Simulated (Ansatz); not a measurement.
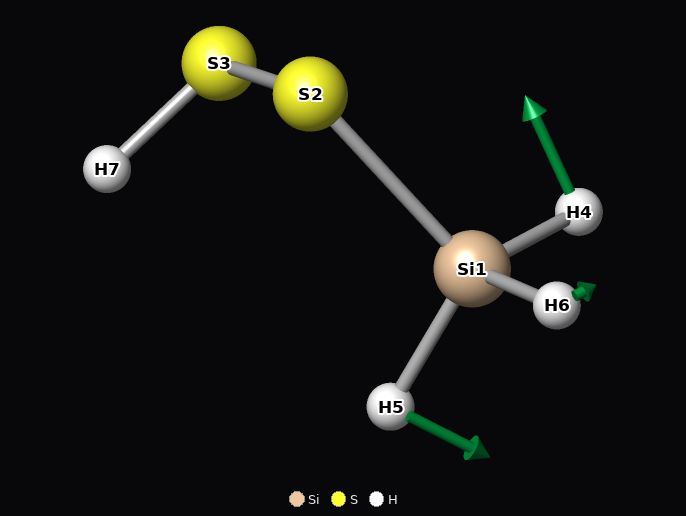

The arrows show one normal mode. Harmonic vibrations computed with RKS PBE0-D4/def2-TZVP (Ansatz 0.2.0) at a stationary point of the same level.

Q: Describe the motion.

A: Mostly H–Si–S bending.

Q: Estimate its harmonic wavenumber.

A: 619 cm⁻¹; it is mode 6 of 15 counted from the lowest.
